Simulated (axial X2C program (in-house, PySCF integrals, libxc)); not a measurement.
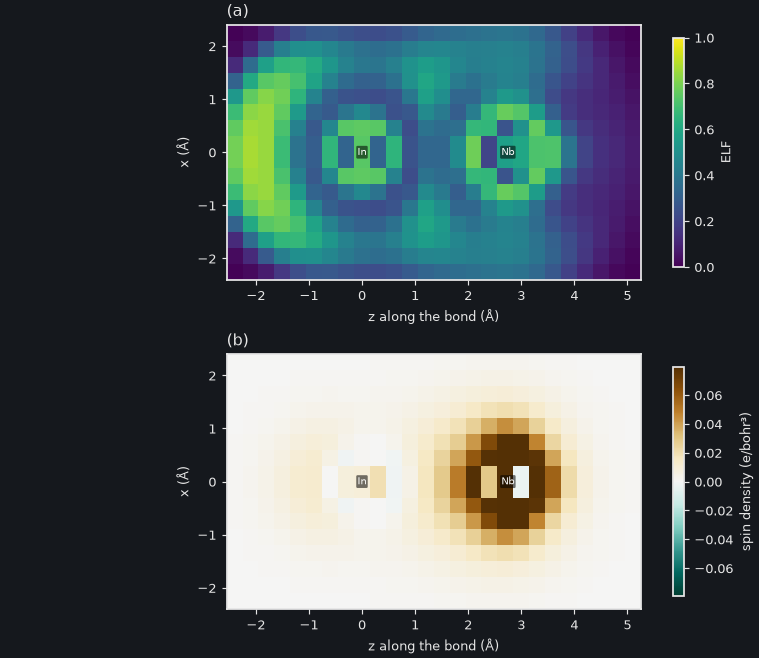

*(a) electron localisation function; (b) spin density, in a plane that holds the axis, at 2.75 Å, on points 0.3 Å apart (one half computed, the other mirrored); the structure near the nuclei is finer than these points.*

## Run report: InNb, relativistic diatomic calculation

System: InNb, single determinant with Ω = 3.
Method: PBE0, two-component X2C with atomic mean-field Coulomb and Gaunt terms, In dyall-cv3z, Nb dyall-cv3z (cores contracted) (axial X2C program (in-house, PySCF integrals, libxc)).

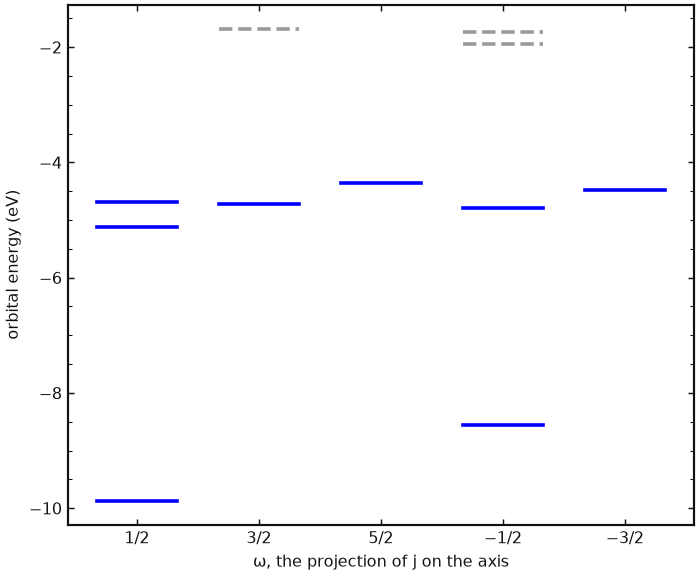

*Orbital energies near the frontier at 2.75 Å, filled (solid) and empty (dashed).*

The highest filled spinor (5/2; 99 % Nb d) lies at −4.36 eV, the lowest empty one (−1/2; 58 % In p, 20 % Nb s) at −1.94 eV.

These pictures come from the run below.

### Input file
```
{"zs": [49, 41], "q": 0, "bas": ["dyall-cv3z", "dyall-cv3z"], "levels": ["PBE0", "HF", "BLYP"], "cc": true, "r0": 2.89, "thr": -1.0, "nmax": 90, "npts": 10, "nst": 2, "ntry": 6}
```

The line is the task of a batch: nuclear charges, charge, bases, the levels to run, a first guess of the distance and further settings. This report covers PBE0 with spin-orbit coupling. The log is that of the reference distance 2.748 Å, started from orbitals converged before.

The run was one of a batch that the task file lists, launched with:
```bash
python <driver script> task.json out
```

### Log
```
two-component X2C + atomic mean field  PBE0
basis functions 283  fitting functions 1352  grid points 5805
iter        total energy     max residual
   1      -9695.839246276     8.81e-05
   2      -9695.839246378     3.50e-05
   3      -9695.839246395     2.35e-05
   4      -9695.839246409     2.20e-05
   5      -9695.839246411     6.88e-06
converged
one-electron -14129.53564048  Coulomb 4332.39582002  exact exchange -69.07938558  xc functional -211.46981448  nuclear repulsion 386.86936563  atomic mean-field constant -5.01959151
```

### What the run reported

```
   quantity                                                                  value
    outcome                            not converged in a step after the SCF shown
   hardware  1 thread of AMD EPYC (Zen 3), 24 GiB of memory available, shared host
  wall time                                                                   21 s
peak memory                                                               0.74 GiB
```

### What went wrong

The SCF whose log is shown converged, but a later step did not. The run therefore gave no full result.
